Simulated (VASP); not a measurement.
Band structure of GaAs (space group F-43m). Calculation: PBE GGA, VASP's PBE PAW potentials (set 64) (plane waves; VASP).

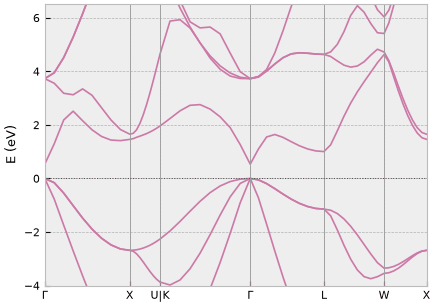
Fig. 1. Bands along high-symmetry lines, zero at the valence-band maximum or, without a gap, the Fermi level

Q: Read the plot: is there a gap, and where are the band edges?

A: The gap is direct, 0.53 eV, from the valence maximum at Γ to the conduction minimum at Γ.

The structure is a typed GaAs crystal (F-43m). The cell was not relaxed at this level.
